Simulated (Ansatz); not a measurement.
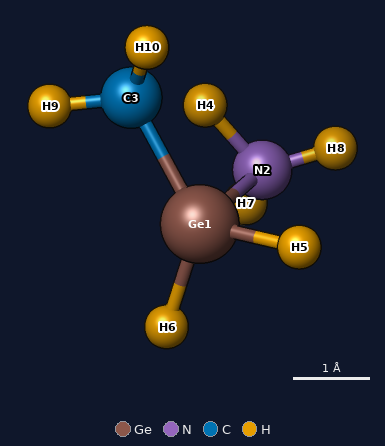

The structure as given in the input (ball-and-stick view, seen at a tilt; atoms are numbered from 1 in the order of the input). Sticks mark near contacts. Bond lengths as drawn: C–Ge 1.91 Å, C–H 1.09 Å, Ge–H 1.53 Å, Ge–N 2.10 Å and H–N 1.01 to 1.19 Å.

## Run report: CH7GeN, geometry relaxation

- system: CH7GeN
- method: RKS PBE0-D4/def2-SVP (Ansatz 0.2.0)

The input holds or restrains some coordinates. Forces given for the steps count only the free coordinates. Figures and captions count atoms from 1; the log counts them from 0 in places.

## Log
```
Functional definition: PBE0
  name "PBE0"
  cite "Adamo & Barone, J. Chem. Phys. 110, 6158 (1999) doi:10.1063/1.478522"
  cite "Perdew, Burke & Ernzerhof, Phys. Rev. Lett. 77, 3865 (1996) doi:10.1103/PhysRevLett.77.3865"
  parent pbe
  parameter a = 0.25
  parameter kappa = 0.804
  parameter beta = 0.06672455060314922
  exchange = (1 - a)*pbe_x(kappa = kappa, mu = beta*pi^2/3) + a*exact_x
  correlation = pbe_c(beta = beta)
1052 factors; integrals over basis functions are off by at most 5.2e-4 eV
mean field evaluation 1: about -59128.8126 eV, gradient 6.2e1 eV
mean field evaluation 2: about -59107.4580 eV, gradient 9.9e1 eV
mean field evaluation 4: about -59137.6653 eV, gradient 6.9e0 eV
mean field evaluation 8: about -59137.7850 eV, gradient 3.7e-1 eV
mean field evaluation 16: about -59137.7854 eV, gradient 1.3e-5 eV
mean field -59137.78541255 eV, -2173.2735288804 hartree, gradient 1.3e-5 eV, S^2 0.000000; 0 other end points of the search recorded, 0 dependent functions left out
the calculation of the forces begins
reference -59137.78543863 eV, -2173.2735298389 hartree; 26, 26 occupied and 69, 69 virtual orbitals, 1052 factors
relax step   1: F+E_penalty+E_count = -59137.92299031 eV  Δ(F+E_penalty+E_count) = +0.000e0 eV  max|allowed force component| = 4.637e-1 eV/Å  Δτ_max = 0.0000 Å  (27 SCF iters, accepted)
  distance N 1 - H 3 held at 1.190424 Å   reaction = +3.6720e-1 eV/Å
  distance Ge 0 - N 1 held at 2.101604 Å   reaction = +7.4649e-1 eV/Å
  distance C 2 - H 3 held at 1.638359 Å   reaction = -8.2783e-2 eV/Å
these checks for a lower state are left out or cut short: starts, cluster_reference, orbital_swaps, neighbouring_geometries, increment
1052 factors; integrals over basis functions are off by at most 5.5e-4 eV
mean field -59137.85895424 eV, -2173.2762314876 hartree, gradient 1.1e-5 eV, S^2 0.000000; 0 other end points of the search recorded, 0 dependent functions left out
the calculation of the forces begins
reference -59137.85898048 eV, -2173.2762324522 hartree; 26, 26 occupied and 69, 69 virtual orbitals, 1052 factors
relax step   2: F+E_penalty+E_count = -59137.99520700 eV  Δ(F+E_penalty+E_count) = -7.222e-2 eV  max|allowed force component| = 5.930e-1 eV/Å  Δτ_max = 0.1394 Å  (29 SCF iters, accepted)
  distance N 1 - H 3 held at 1.190424 Å   reaction = -9.8597e-2 eV/Å
  distance Ge 0 - N 1 held at 2.101604 Å   reaction = +3.8319e-1 eV/Å
  distance C 2 - H 3 held at 1.638359 Å   reaction = -1.6106e-1 eV/Å
these checks for a lower state are left out or cut short: starts, cluster_reference, orbital_swaps, neighbouring_geometries, increment
1052 factors; integrals over basis functions are off by at most 5.7e-4 eV
mean field -59137.89194296 eV, -2173.2774438010 hartree, gradient 5.0e-5 eV, S^2 0.000000; 0 other end points of the search recorded, 0 dependent functions left out
the calculation of the forces begins
reference -59137.89196923 eV, -2173.2774447664 hartree; 26, 26 occupied and 69, 69 virtual orbitals, 1052 factors
relax step   3: F+E_penalty+E_count = -59138.02905608 eV  Δ(F+E_penalty+E_count) = -3.385e-2 eV  max|allowed force component| = 1.007e-1 eV/Å  Δτ_max = 0.0517 Å  (25 SCF iters, accepted)
  distance N 1 - H 3 held at 1.190424 Å   reaction = -1.2174e-1 eV/Å
  distance Ge 0 - N 1 held at 2.101604 Å   reaction = +4.7918e-1 eV/Å
  distance C 2 - H 3 held at 1.638359 Å   reaction = -2.3942e-1 eV/Å
these checks for a lower state are left out or cut short: starts, cluster_reference, orbital_swaps, neighbouring_geometries, increment
1052 factors; integrals over basis functions are off by at most 5.7e-4 eV
mean field evaluation 32: about -59137.8935 eV, gradient 5.3e-1 eV
mean field -59137.89407813 eV, -2173.2775222671 hartree, gradient 1.3e-5 eV, S^2 0.000000; 0 other end points of the search recorded, 0 dependent functions left out
the calculation of the forces begins
reference -59137.89410443 eV, -2173.2775232334 hartree; 26, 26 occupied and 69, 69 virtual orbitals, 1052 factors
relax step   4: F+E_penalty+E_count = -59138.03123108 eV  Δ(F+E_penalty+E_count) = -2.175e-3 eV  max|allowed force component| = 4.482e-2 eV/Å  Δτ_max = 0.0086 Å  (25 SCF iters, accepted)
  distance N 1 - H 3 held at 1.190424 Å   reaction = -1.0801e-1 eV/Å
  distance Ge 0 - N 1 held at 2.101604 Å   reaction = +4.8467e-1 eV/Å
  distance C 2 - H 3 held at 1.638359 Å   reaction = -2.4339e-1 eV/Å
these checks for a lower state are left out or cut short: starts, cluster_reference, orbital_swaps, neighbouring_geometries, increment
1052 factors; integrals over basis functions are off by at most 5.8e-4 eV
mean field -59137.89481342 eV, -2173.2775492885 hartree, gradient 1.3e-5 eV, S^2 0.000000; 0 other end points of the search recorded, 0 dependent functions left out
the calculation of the forces begins
reference -59137.89483974 eV, -2173.2775502556 hartree; 26, 26 occupied and 69, 69 virtual orbitals, 1052 factors
relax step   5: F+E_penalty+E_count = -59138.03200603 eV  Δ(F+E_penalty+E_count) = -7.749e-4 eV  max|allowed force component| = 2.576e-2 eV/Å  Δτ_max = 0.0072 Å  (24 SCF iters, accepted)
  distance N 1 - H 3 held at 1.190424 Å   reaction = -1.0199e-1 eV/Å
  distance Ge 0 - N 1 held at 2.101604 Å   reaction = +4.8285e-1 eV/Å
  distance C 2 - H 3 held at 1.638359 Å   reaction = -2.3056e-1 eV/Å
```

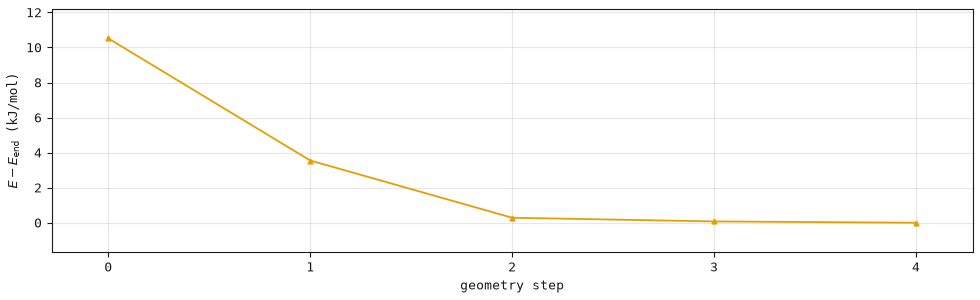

Progress of the restrained relaxation, step by step (the first geometry is step 0 here and step 1 in the log).

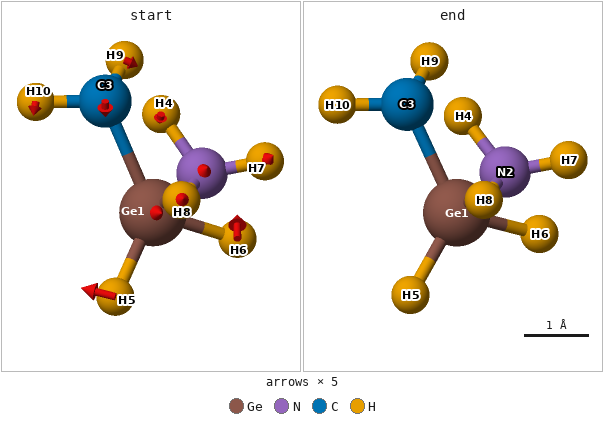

Before (left) and after (right) the restrained relaxation, at one scale (ball-and-stick view, seen at a tilt). The red arrows give the displacements, magnified 5 times. The energy falls by 10.5 kJ/mol in 4 geometry steps. The largest force component goes from 0.46 to 0.026 eV/Å. The largest moves after the best rigid fit, 0.11 Å, are those of H5 and H6. By element the largest moves are H 0.11 Å, C 0.06 Å, Ge 0.06 Å, N 0.05 Å. Distances before and after: Ge1–C3 1.913 → 1.877 Å, Ge1–H5 1.529 → 1.543 Å, C3–H10 1.092 → 1.101 Å, N2–H7 1.014 → 1.022 Å. Among the angles that change: H5–Ge1–H6 103.4° → 110.3°, C3–Ge1–H5 128.5° → 124.1°, C3–Ge1–H6 128.1° → 124.0°. (Atoms are counted from 1 in the order of the input.)

```
1052 factors; integrals over basis functions are off by at most 5.8e-4 eV
mean field -59137.89481342 eV, -2173.2775492885 hartree, gradient 1.3e-5 eV, S^2 0.000000; 1 other end points of the search recorded, 0 dependent functions left out
the calculation of the forces begins
reference -59137.89483974 eV, -2173.2775502556 hartree; 26, 26 occupied and 69, 69 virtual orbitals, 1052 factors
Total energy: -59138.03203234 eV, -2173.2825919907 hartree
Atom 0 at    -0.721568     0.119931     0.699890 Å, force     0.477723    -0.057965    -0.068895 eV/Å
Atom 1 at     1.324042    -0.130042     0.287902 Å, force    -0.418014     0.056076     0.182839 eV/Å
Atom 2 at    -0.832113     0.024764    -1.171552 Å, force    -0.225123     0.021738    -0.074701 eV/Å
Atom 3 at     0.744269    -0.127032    -0.751793 Å, force     0.163496    -0.019058    -0.024758 eV/Å
Atom 4 at    -0.705483     1.439591     1.499644 Å, force    -0.001916    -0.005922    -0.008626 eV/Å
Atom 5 at    -0.984606    -1.074487     1.640807 Å, force    -0.000538     0.005580    -0.007947 eV/Å
Atom 6 at     1.785521    -1.003847     0.548765 Å, force    -0.004886     0.001984    -0.003888 eV/Å
Atom 7 at     1.967214     0.647143     0.451802 Å, force    -0.005024    -0.001396    -0.003512 eV/Å
Atom 8 at    -1.390677    -0.845057    -1.551327 Å, force     0.008645     0.008252     0.004615 eV/Å
Atom 9 at    -1.186600     0.949037    -1.654139 Å, force     0.005636    -0.009288     0.004872 eV/Å
Dipole moment:     0.436689    -0.025371     0.389373 e Å
```

## Trajectory as extended XYZ (Å, eV, eV/Å), 5 frames, from step=1 to step=5
```
10
Properties=species:S:1:pos:R:3:forces:R:3 step=1 energy=-59137.92299
Ge   -0.7754    0.1254    0.6894    1.1500  -0.1602  -0.5202
N     1.2751   -0.1232    0.3016   -0.4187   0.0280  -0.3650
C    -0.7949    0.0159   -1.2206   -0.3768   0.0738   0.4267
H     0.7756   -0.1346   -0.7789    0.0185   0.0258   0.4989
H    -0.6499    1.3689    1.5708   -0.1830   0.4376  -0.0538
H    -0.9137   -1.0123    1.7015   -0.2764  -0.3912  -0.0035
H     1.7473   -0.9831    0.5568    0.0989  -0.3655   0.1497
H     1.9242    0.6398    0.4571    0.1762   0.3482   0.1062
H    -1.3979   -0.8164   -1.5888   -0.1452  -0.4277  -0.0960
H    -1.1904    0.9196   -1.6889   -0.0436   0.4310  -0.1430
10
Properties=species:S:1:pos:R:3:forces:R:3 step=2 energy=-59137.99521
Ge   -0.7031    0.1177    0.6989    0.1105  -0.0196  -0.1199
N     1.3469   -0.1308    0.3084   -0.5862   0.0679   0.1079
C    -0.8256    0.0214   -1.1975   -0.1469   0.0533   0.5451
H     0.7320   -0.1252   -0.7109    0.4069  -0.0694  -0.4275
H    -0.7259    1.4564    1.4933    0.0693  -0.2158  -0.0863
H    -1.0088   -1.0887    1.6341    0.1150   0.1849  -0.1059
H     1.8222   -1.0041    0.5449   -0.1101  -0.0123   0.0087
H     2.0021    0.6417    0.4448   -0.1051   0.0369   0.0068
H    -1.4240   -0.8316   -1.5571    0.1170  -0.0749   0.0403
H    -1.2158    0.9433   -1.6589    0.1295   0.0490   0.0308
10
Properties=species:S:1:pos:R:3:forces:R:3 step=3 energy=-59138.02906
Ge   -0.7199    0.1200    0.7050    0.4828  -0.0669  -0.1880
N     1.3246   -0.1298    0.2875   -0.3723   0.0529   0.1982
C    -0.8220    0.0225   -1.1778   -0.3105   0.0395   0.0285
H     0.7542   -0.1298   -0.7574    0.1008  -0.0101   0.0091
H    -0.7126    1.4473    1.5040    0.0131  -0.1007  -0.0444
H    -0.9932   -1.0810    1.6444    0.0340   0.0906  -0.0525
H     1.7900   -1.0018    0.5485   -0.0259  -0.0009   0.0011
H     1.9704    0.6461    0.4495   -0.0255   0.0054   0.0007
H    -1.3998   -0.8402   -1.5505    0.0551   0.0155   0.0233
H    -1.1917    0.9468   -1.6531    0.0485  -0.0252   0.0240
10
Properties=species:S:1:pos:R:3:forces:R:3 step=4 energy=-59138.03123
Ge   -0.7222    0.1200    0.7011    0.4969  -0.0633  -0.1137
N     1.3233   -0.1297    0.2882   -0.3923   0.0536   0.1809
C    -0.8268    0.0234   -1.1762   -0.2785   0.0321  -0.0253
H     0.7491   -0.1286   -0.7545    0.1395  -0.0151  -0.0024
H    -0.7064    1.4415    1.5034   -0.0024  -0.0448  -0.0313
H    -0.9859   -1.0765    1.6438    0.0071   0.0410  -0.0341
H     1.7868   -1.0024    0.5499   -0.0175   0.0009  -0.0030
H     1.9677    0.6468    0.4516   -0.0176   0.0019  -0.0029
H    -1.3961   -0.8424   -1.5523    0.0350   0.0135   0.0154
H    -1.1895    0.9478   -1.6550    0.0297  -0.0197   0.0163
10
Properties=species:S:1:pos:R:3:forces:R:3 step=5 energy=-59138.03201
Ge   -0.7216    0.1199    0.6999    0.4777  -0.0580  -0.0689
N     1.3240   -0.1300    0.2879   -0.4180   0.0561   0.1828
C    -0.8321    0.0248   -1.1716   -0.2251   0.0217  -0.0747
H     0.7443   -0.1270   -0.7518    0.1635  -0.0191  -0.0248
H    -0.7055    1.4396    1.4996   -0.0019  -0.0059  -0.0086
H    -0.9846   -1.0745    1.6408   -0.0005   0.0056  -0.0079
H     1.7855   -1.0038    0.5488   -0.0049   0.0020  -0.0039
H     1.9672    0.6471    0.4518   -0.0050  -0.0014  -0.0035
H    -1.3907   -0.8451   -1.5513    0.0086   0.0083   0.0046
H    -1.1866    0.9490   -1.6541    0.0056  -0.0093   0.0049
```

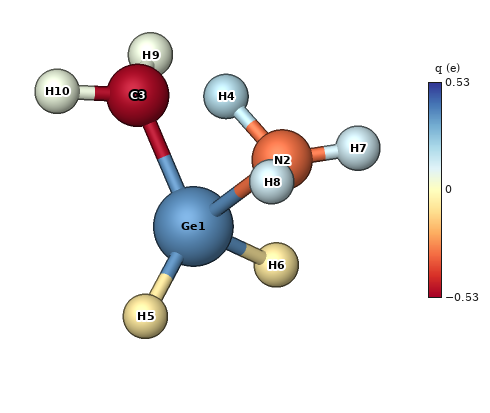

Mulliken charges, as the colour of each atom (ball-and-stick view, seen at a tilt; atoms are numbered from 1 in the order of the input). By element: Ge +0.37, N −0.31, C −0.50 and H −0.07 to +0.19 e.

This output came from the following input.

## The input
```yaml
crystal:
  periodic: [false, false, false]
  atoms:
    - {symbol: Ge, position_ang: [-0.775400, 0.125400, 0.689400]}
    - {symbol: N, position_ang: [1.275100, -0.123200, 0.301600]}
    - {symbol: C, position_ang: [-0.794900, 0.015900, -1.220600]}
    - {symbol: H, position_ang: [0.775600, -0.134600, -0.778900]}
    - {symbol: H, position_ang: [-0.649900, 1.368900, 1.570800]}
    - {symbol: H, position_ang: [-0.913700, -1.012300, 1.701500]}
    - {symbol: H, position_ang: [1.747300, -0.983100, 0.556800]}
    - {symbol: H, position_ang: [1.924200, 0.639800, 0.457100]}
    - {symbol: H, position_ang: [-1.397900, -0.816400, -1.588800]}
    - {symbol: H, position_ang: [-1.190400, 0.919600, -1.688900]}
basis:
  gaussian: {orbitals: def2-SVP}
hamiltonian: {xc: pbe0, dispersion: d4}
relax: {f_tol: 0.04, max_steps: 150, escape_saddle: false, constraints: [{distance: [1, 3]}, {distance: [0, 1]}, {distance: [2, 3]}]}
```

Command:
```bash
ansatz run in.yaml --threads 4 --pin off --events-out ev --progress --plain --max-ram 9574MiB
```

## Results in brief

- outcome: converged under the restraints of the input
- total energy: −59138.0320 eV
- mean-field energy: −59137.8948 eV
- dispersion energy: −0.1372 eV
- SCF solution under orbital rotations: stable
- largest force (length of the vector) at the end, held atoms and coordinates included: 0.486 eV/Å
- dipole moment: 2.81 D
- hardware: 4 threads of Arm Neoverse V2, 23 GiB of memory available, shared host
- wall time: 7 s (CPU time 23 s)
- peak memory: 0.2 GiB
